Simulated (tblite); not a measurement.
## Geometry relaxation of BSi₂H₇O₄ (part 2 of 2)

BSi₂H₇O₄, SMILES OB(O)O[SiH2]O[SiH3]; GFN2-xTB geometry optimisation, gas phase (tblite 0.8.0). 

Geometry of the input (Å):
```
O  1.9923  0.3182  -1.4746
B  1.9671  -0.0846  -0.0883
O  2.8384  0.6431  0.8408
O  1.0965  -1.1785  0.3372
Si -0.3046  -0.4698  1.0719
O  -0.9528  0.7021  0.0138
Si -2.4679  0.2907  -0.5967
H  1.9160  -0.4754  -2.0454
H  3.7581  0.6894  0.4537
H  0.2364  0.2906  2.2621
H  -1.2475  -1.4817  1.5348
H  -2.3692  -0.2402  -1.9685
H  -3.2414  1.5814  -0.6845
H  -3.2621  -0.5932  0.2570
```

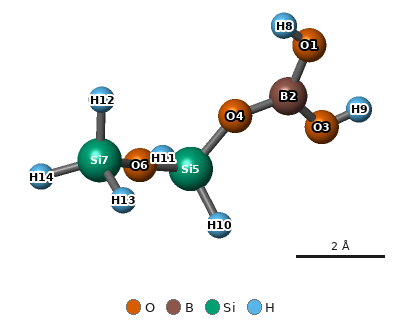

*The geometry at step 126 of the log (ball-and-stick view, seen at a tilt; atoms are numbered from 1 in the order of the input).*

### Trajectory as extended XYZ, continued
```
14
Properties=species:S:1:pos:R:3:forces:R:3 step=78 energy=-675.94222
O     2.6299   -0.1540   -1.4777   -0.0020  -0.0060   0.0090
B     2.1098   -0.0115   -0.2263    0.0060  -0.0030   0.0060
O     2.9128    0.4293    0.7735    0.0030   0.0030  -0.0050
O     0.8199   -0.3022    0.0157    0.0030   0.0020  -0.0030
Si   -0.2597   -0.3951    1.2151    0.0080  -0.0050   0.0060
O    -1.7007   -0.0985    0.5499    0.0070  -0.0030  -0.0050
Si   -2.7868    0.3099   -0.5799   -0.0120  -0.0010  -0.0020
H     2.0119   -0.4798   -2.1306   -0.0030   0.0110   0.0000
H     3.8066    0.6219    0.4886    0.0040  -0.0070   0.0020
H    -0.0497    0.6144    2.2440   -0.0100   0.0010  -0.0110
H    -0.2754   -1.7860    1.6573    0.0020   0.0040   0.0020
H    -2.3079   -0.1030   -1.9002   -0.0020  -0.0010  -0.0080
H    -2.9548    1.7618   -0.5193   -0.0070   0.0010   0.0030
H    -3.9967   -0.4151   -0.1967    0.0050   0.0040   0.0070
14
Properties=species:S:1:pos:R:3:forces:R:3 step=84 energy=-675.94258
O     2.6375   -0.1546   -1.4740    0.0030   0.0020  -0.0200
B     2.1116   -0.0178   -0.2251    0.0060   0.0030  -0.0040
O     2.9115    0.4199    0.7782    0.0180   0.0060   0.0040
O     0.8201   -0.3077    0.0089    0.0050  -0.0020   0.0140
Si   -0.2574   -0.3952    1.2107   -0.0200   0.0010  -0.0070
O    -1.6975   -0.1012    0.5421    0.0000  -0.0140  -0.0080
Si   -2.7919    0.3091   -0.5795    0.0190  -0.0050   0.0010
H     2.0207   -0.4648   -2.1356   -0.0020   0.0000   0.0060
H     3.8051    0.6161    0.4939   -0.0080  -0.0130   0.0110
H    -0.0555    0.6257    2.2286    0.0070   0.0090   0.0070
H    -0.2703   -1.7815    1.6685    0.0000   0.0130  -0.0090
H    -2.3166   -0.1012   -1.9028   -0.0160   0.0010   0.0040
H    -2.9604    1.7609   -0.5154   -0.0070   0.0020   0.0010
H    -3.9976   -0.4156   -0.1852   -0.0050  -0.0020   0.0000
14
Properties=species:S:1:pos:R:3:forces:R:3 step=90 energy=-675.94324
O     2.6511   -0.1507   -1.4719   -0.0130   0.0030   0.0050
B     2.1163   -0.0166   -0.2261   -0.0020   0.0030   0.0040
O     2.9139    0.4105    0.7839   -0.0060  -0.0210   0.0130
O     0.8213   -0.2972    0.0031    0.0100   0.0040  -0.0110
Si   -0.2580   -0.3890    1.2036    0.0180   0.0130  -0.0060
O    -1.7009   -0.1354    0.5260    0.0040   0.0090  -0.0040
Si   -2.8000    0.3060   -0.5784   -0.0140  -0.0010   0.0000
H     2.0392   -0.4498   -2.1430   -0.0120  -0.0060   0.0080
H     3.8135    0.5840    0.5071    0.0300   0.0130   0.0030
H    -0.0696    0.6467    2.2100    0.0000   0.0100  -0.0030
H    -0.2519   -1.7667    1.6833   -0.0030  -0.0070  -0.0070
H    -2.3419   -0.0969   -1.9096   -0.0110   0.0050   0.0010
H    -2.9681    1.7582   -0.5019    0.0170  -0.0140   0.0030
H    -4.0058   -0.4112   -0.1727   -0.0190  -0.0110  -0.0060
14
Properties=species:S:1:pos:R:3:forces:R:3 step=96 energy=-675.94543
O     2.6838   -0.1389   -1.4652   -0.0040   0.0160  -0.0070
B     2.1454   -0.0248   -0.2194    0.0060   0.0050   0.0070
O     2.9434    0.3491    0.8109    0.0280  -0.0010   0.0030
O     0.8409   -0.2745   -0.0109   -0.0100   0.0120  -0.0030
Si   -0.2513   -0.3615    1.1770   -0.0250  -0.0180  -0.0030
O    -1.6894   -0.2018    0.4606   -0.0130   0.0160   0.0070
Si   -2.8378    0.2843   -0.5723    0.0080   0.0120  -0.0160
H     2.0629   -0.3938   -2.1464    0.0010  -0.0110   0.0090
H     3.8498    0.5166    0.5501   -0.0040  -0.0090   0.0060
H    -0.1117    0.7196    2.1452    0.0040  -0.0030  -0.0260
H    -0.2196   -1.7177    1.7132    0.0070  -0.0020   0.0020
H    -2.4433   -0.0808   -1.9344   -0.0080  -0.0250   0.0060
H    -2.9730    1.7368   -0.4613   -0.0100   0.0100   0.0170
H    -4.0409   -0.4206   -0.1339    0.0210  -0.0030  -0.0010
14
Properties=species:S:1:pos:R:3:forces:R:3 step=102 energy=-675.94634
O     2.7007   -0.1198   -1.4619    0.0080   0.0010   0.0050
B     2.1596   -0.0288   -0.2151   -0.0020   0.0050  -0.0020
O     2.9559    0.3139    0.8273   -0.0150  -0.0100   0.0070
O     0.8508   -0.2707   -0.0215    0.0000   0.0070   0.0040
Si   -0.2517   -0.3519    1.1577    0.0170   0.0100   0.0000
O    -1.6840   -0.2255    0.4254   -0.0070   0.0040   0.0030
Si   -2.8552    0.2795   -0.5718   -0.0050  -0.0020   0.0030
H     2.0797   -0.3656   -2.1463    0.0020   0.0010   0.0010
H     3.8662    0.4756    0.5788    0.0140  -0.0040  -0.0110
H    -0.1287    0.7578    2.0943    0.0030   0.0060  -0.0010
H    -0.2050   -1.6901    1.7338   -0.0060  -0.0130  -0.0070
H    -2.4992   -0.0836   -1.9444    0.0030  -0.0040  -0.0010
H    -2.9844    1.7305   -0.4349   -0.0070   0.0010  -0.0040
H    -4.0456   -0.4292   -0.1080   -0.0040  -0.0030   0.0000
14
Properties=species:S:1:pos:R:3:forces:R:3 step=108 energy=-675.94652
O     2.6969   -0.1193   -1.4616    0.0040  -0.0030   0.0060
B     2.1603   -0.0257   -0.2129    0.0010  -0.0030   0.0000
O     2.9620    0.3177    0.8255   -0.0060  -0.0030  -0.0050
O     0.8527   -0.2681   -0.0141   -0.0020   0.0020  -0.0050
Si   -0.2524   -0.3535    1.1617    0.0010   0.0080   0.0050
O    -1.6849   -0.2148    0.4311   -0.0010   0.0050  -0.0010
Si   -2.8542    0.2808   -0.5732   -0.0040  -0.0060   0.0030
H     2.0737   -0.3716   -2.1417    0.0030   0.0060  -0.0010
H     3.8703    0.4795    0.5688    0.0060  -0.0050   0.0010
H    -0.1253    0.7527    2.1025    0.0000  -0.0080   0.0030
H    -0.2132   -1.6991    1.7239   -0.0010   0.0100  -0.0060
H    -2.4920   -0.0882   -1.9431    0.0010   0.0020   0.0070
H    -2.9896    1.7319   -0.4408   -0.0040  -0.0040  -0.0070
H    -4.0450   -0.4303   -0.1127    0.0020  -0.0010   0.0010
14
Properties=species:S:1:pos:R:3:forces:R:3 step=114 energy=-675.94697
O     2.7257   -0.1060   -1.4524   -0.0020  -0.0080  -0.0130
B     2.1709   -0.0313   -0.2110    0.0090  -0.0020  -0.0060
O     2.9661    0.2713    0.8448    0.0250   0.0070  -0.0010
O     0.8560   -0.2517   -0.0354    0.0050   0.0050  -0.0030
Si   -0.2484   -0.3323    1.1420   -0.0080  -0.0110  -0.0220
O    -1.6799   -0.2329    0.4039   -0.0100   0.0060   0.0070
Si   -2.8763    0.2674   -0.5647    0.0000   0.0170  -0.0100
H     2.1104   -0.3303   -2.1492    0.0000   0.0060  -0.0030
H     3.8804    0.4200    0.5990   -0.0190  -0.0080   0.0180
H    -0.1371    0.7979    2.0540    0.0060   0.0040   0.0260
H    -0.1966   -1.6656    1.7303    0.0020   0.0070   0.0070
H    -2.5413   -0.0900   -1.9435   -0.0010  -0.0120  -0.0060
H    -3.0135    1.7174   -0.4253   -0.0030   0.0070   0.0010
H    -4.0571   -0.4419   -0.0792   -0.0030  -0.0170   0.0050
14
Properties=species:S:1:pos:R:3:forces:R:3 step=120 energy=-675.94802
O     2.7660   -0.0973   -1.4422   -0.0010   0.0030  -0.0210
B     2.1904   -0.0328   -0.2103   -0.0130  -0.0020   0.0040
O     2.9761    0.2118    0.8676   -0.0330  -0.0220   0.0070
O     0.8637   -0.2074   -0.0643   -0.0030   0.0130   0.0020
Si   -0.2442   -0.2939    1.1106    0.0170   0.0200   0.0380
O    -1.6808   -0.2173    0.3829    0.0160   0.0080  -0.0110
Si   -2.9110    0.2523   -0.5569   -0.0210  -0.0090   0.0040
H     2.1555   -0.2698   -2.1577   -0.0010  -0.0040  -0.0030
H     3.9008    0.3173    0.6443    0.0320   0.0120   0.0040
H    -0.1406    0.8458    2.0156    0.0050  -0.0240  -0.0040
H    -0.1870   -1.6201    1.7119    0.0160  -0.0120   0.0180
H    -2.5992   -0.1178   -1.9377   -0.0120   0.0030  -0.0090
H    -3.0663    1.7001   -0.4171   -0.0150   0.0060  -0.0160
H    -4.0643   -0.4788   -0.0333    0.0140   0.0080  -0.0130
14
Properties=species:S:1:pos:R:3:forces:R:3 step=126 energy=-675.94976
O     2.7976   -0.0820   -1.4368   -0.0230   0.0110   0.0020
B     2.2201   -0.0427   -0.2037   -0.0200   0.0100   0.0110
O     3.0111    0.1333    0.8843    0.0070  -0.0090  -0.0040
O     0.8872   -0.1714   -0.0611    0.0250   0.0000  -0.0240
Si   -0.2384   -0.2557    1.0968   -0.0140   0.0130  -0.0350
O    -1.6607   -0.1328    0.3464    0.0160   0.0000  -0.0090
Si   -2.9515    0.2393   -0.5546    0.0260   0.0160  -0.0170
H     2.1880   -0.1970   -2.1649   -0.0030  -0.0080   0.0280
H     3.9415    0.2252    0.6735   -0.0340  -0.0100  -0.0050
H    -0.1361    0.8714    2.0124    0.0200   0.0290   0.0360
H    -0.2076   -1.5857    1.6902    0.0140  -0.0310   0.0150
H    -2.6694   -0.1593   -1.9347   -0.0070   0.0110  -0.0020
H    -3.1702    1.6843   -0.4507   -0.0080  -0.0460  -0.0060
H    -4.0522   -0.5349    0.0164    0.0030   0.0130   0.0110
14
Properties=species:S:1:pos:R:3:forces:R:3 step=132 energy=-675.95155
O     2.8172   -0.0606   -1.4300    0.0030  -0.0030  -0.0160
B     2.2313   -0.0450   -0.2011    0.0010  -0.0060   0.0000
O     3.0135    0.0662    0.9017   -0.0020   0.0110  -0.0070
O     0.8941   -0.1388   -0.0808    0.0010   0.0020   0.0230
Si   -0.2275   -0.2183    1.0816   -0.0270  -0.0140   0.0030
O    -1.6401   -0.0405    0.3261   -0.0240   0.0230  -0.0210
Si   -2.9696    0.2285   -0.5554    0.0110  -0.0340   0.0220
H     2.2065   -0.1497   -2.1610    0.0080   0.0100   0.0180
H     3.9482    0.1421    0.7055   -0.0210  -0.0130  -0.0090
H    -0.0981    0.8867    2.0234    0.0070   0.0040  -0.0020
H    -0.2224   -1.5602    1.6562    0.0140   0.0100  -0.0070
H    -2.7039   -0.2005   -1.9283    0.0070   0.0010  -0.0160
H    -3.2692    1.6584   -0.4908    0.0170   0.0080   0.0050
H    -4.0208   -0.5761    0.0661    0.0040   0.0020   0.0060
14
Properties=species:S:1:pos:R:3:forces:R:3 step=138 energy=-675.95224
O     2.8314   -0.0563   -1.4240    0.0000  -0.0010   0.0070
B     2.2382   -0.0435   -0.1981    0.0020   0.0010   0.0000
O     3.0166    0.0342    0.9101   -0.0100  -0.0100  -0.0080
O     0.8989   -0.1069   -0.0848    0.0030   0.0000   0.0050
Si   -0.2280   -0.1935    1.0721    0.0090   0.0000  -0.0040
O    -1.6316    0.0186    0.3102   -0.0060  -0.0050  -0.0020
Si   -2.9834    0.2159   -0.5542   -0.0080   0.0020  -0.0010
H     2.2228   -0.1156   -2.1593   -0.0010   0.0050   0.0040
H     3.9539    0.0761    0.7178    0.0010   0.0040  -0.0050
H    -0.0901    0.8975    2.0284   -0.0020   0.0060   0.0030
H    -0.2262   -1.5428    1.6280   -0.0050   0.0010  -0.0010
H    -2.7253   -0.2262   -1.9256   -0.0010  -0.0050   0.0110
H    -3.3153    1.6397   -0.5071    0.0020  -0.0010   0.0010
H    -4.0028   -0.6050    0.0998    0.0150   0.0040  -0.0080
14
Properties=species:S:1:pos:R:3:forces:R:3 step=144 energy=-675.95264
O     2.8654   -0.0312   -1.4094    0.0050   0.0000  -0.0060
B     2.2564   -0.0542   -0.1918   -0.0060  -0.0020  -0.0090
O     3.0230   -0.0454    0.9267   -0.0040  -0.0020   0.0100
O     0.9145   -0.0858   -0.0984   -0.0020   0.0060  -0.0060
Si   -0.2271   -0.1559    1.0443    0.0140   0.0180   0.0170
O    -1.6189    0.0764    0.2669    0.0260  -0.0100   0.0000
Si   -3.0098    0.1987   -0.5464    0.0020   0.0260  -0.0290
H     2.2643   -0.0404   -2.1528   -0.0030   0.0030  -0.0080
H     3.9629   -0.0176    0.7447    0.0010  -0.0010   0.0000
H    -0.0828    0.9421    1.9924   -0.0090  -0.0010   0.0020
H    -0.2428   -1.4996    1.6114   -0.0120  -0.0130   0.0060
H    -2.7848   -0.2631   -1.9170    0.0020  -0.0080   0.0100
H    -3.3872    1.6115   -0.5154    0.0000  -0.0040   0.0040
H    -3.9740   -0.6434    0.1581   -0.0150  -0.0130   0.0090
14
Properties=species:S:1:pos:R:3:forces:R:3 step=150 energy=-675.95316
O     2.8986   -0.0097   -1.3966   -0.0070   0.0050   0.0070
B     2.2739   -0.0612   -0.1877    0.0030  -0.0010   0.0100
O     3.0274   -0.1266    0.9385    0.0030   0.0050  -0.0020
O     0.9309   -0.0481   -0.1073    0.0110   0.0080   0.0040
Si   -0.2257   -0.1149    1.0205    0.0000  -0.0030  -0.0120
O    -1.5977    0.1042    0.2048    0.0000   0.0030  -0.0100
Si   -3.0298    0.1813   -0.5402   -0.0100  -0.0240   0.0190
H     2.3072    0.0368   -2.1464   -0.0060   0.0000  -0.0090
H     3.9701   -0.1214    0.7675   -0.0110  -0.0060   0.0010
H    -0.1068    0.9960    1.9580    0.0070  -0.0110  -0.0060
H    -0.2522   -1.4526    1.6027   -0.0010   0.0050   0.0080
H    -2.8535   -0.2989   -1.9107    0.0090  -0.0040  -0.0020
H    -3.4414    1.5834   -0.5072   -0.0010   0.0100   0.0020
H    -3.9419   -0.6762    0.2176    0.0010   0.0130  -0.0090
14
Properties=species:S:1:pos:R:3:forces:R:3 step=156 energy=-675.95348
O     2.9212    0.0106   -1.3860    0.0000  -0.0020  -0.0070
B     2.2885   -0.0635   -0.1824    0.0010   0.0040  -0.0010
O     3.0306   -0.1796    0.9472   -0.0040  -0.0010  -0.0090
O     0.9458   -0.0220   -0.1131    0.0060   0.0020   0.0020
Si   -0.2263   -0.0881    0.9970   -0.0140  -0.0090   0.0000
O    -1.5832    0.1083    0.1505    0.0060   0.0030   0.0040
Si   -3.0461    0.1657   -0.5334    0.0040   0.0010  -0.0010
H     2.3349    0.0898   -2.1378    0.0080   0.0010   0.0160
H     3.9744   -0.1991    0.7843   -0.0050   0.0010  -0.0020
H    -0.1234    1.0349    1.9214    0.0030   0.0020  -0.0010
H    -0.2571   -1.4144    1.6042    0.0030   0.0010   0.0010
H    -2.9022   -0.3214   -1.9052   -0.0040  -0.0020   0.0010
H    -3.4722    1.5640   -0.4928    0.0010  -0.0010   0.0000
H    -3.9256   -0.6930    0.2593   -0.0030   0.0020  -0.0010
14
Properties=species:S:1:pos:R:3:forces:R:3 step=162 energy=-675.95356
O     2.9383    0.0225   -1.3780    0.0030   0.0010   0.0040
B     2.2947   -0.0675   -0.1813    0.0030  -0.0010   0.0040
O     3.0264   -0.2165    0.9512    0.0000   0.0030  -0.0040
O     0.9521   -0.0103   -0.1207    0.0040  -0.0030   0.0010
Si   -0.2268   -0.0732    0.9824    0.0030  -0.0010   0.0020
O    -1.5767    0.1095    0.1221    0.0020  -0.0030   0.0020
Si   -3.0551    0.1568   -0.5286   -0.0020   0.0000   0.0070
H     2.3593    0.1261   -2.1320   -0.0010   0.0010   0.0000
H     3.9713   -0.2425    0.7959   -0.0090  -0.0020  -0.0040
H    -0.1306    1.0622    1.8927    0.0000   0.0000   0.0020
H    -0.2563   -1.3906    1.6089    0.0010   0.0030  -0.0050
H    -2.9333   -0.3350   -1.9003   -0.0050  -0.0040  -0.0050
H    -3.4882    1.5526   -0.4834    0.0000   0.0010  -0.0020
H    -3.9160   -0.7021    0.2845    0.0010   0.0030  -0.0030
14
Properties=species:S:1:pos:R:3:forces:R:3 step=164 energy=-675.95359
O     2.9464    0.0276   -1.3738    0.0080   0.0020  -0.0010
B     2.2973   -0.0690   -0.1808    0.0000   0.0000   0.0000
O     3.0235   -0.2326    0.9529    0.0020   0.0020   0.0050
O     0.9550   -0.0038   -0.1251    0.0000  -0.0010   0.0030
Si   -0.2261   -0.0655    0.9758   -0.0050  -0.0010  -0.0010
O    -1.5743    0.1071    0.1103    0.0040  -0.0020   0.0020
Si   -3.0591    0.1525   -0.5259    0.0010   0.0000   0.0010
H     2.3716    0.1424   -2.1293   -0.0030   0.0000  -0.0020
H     3.9687   -0.2638    0.8006   -0.0050  -0.0020  -0.0030
H    -0.1351    1.0755    1.8798    0.0020  -0.0020   0.0000
H    -0.2542   -1.3792    1.6096    0.0020   0.0010  -0.0020
H    -2.9477   -0.3412   -1.8981   -0.0050  -0.0020   0.0020
H    -3.4940    1.5477   -0.4785    0.0010   0.0010  -0.0020
H    -3.9127   -0.7056    0.2958    0.0020   0.0020  -0.0030
```

### Summary

```json
{"quantity": "outcome", "value": "converged"}
{"quantity": "total energy", "value": "−675.9536 eV"}
{"quantity": "wall time", "value": "4 s"}
{"quantity": "peak memory", "value": "0.18 GiB"}
```
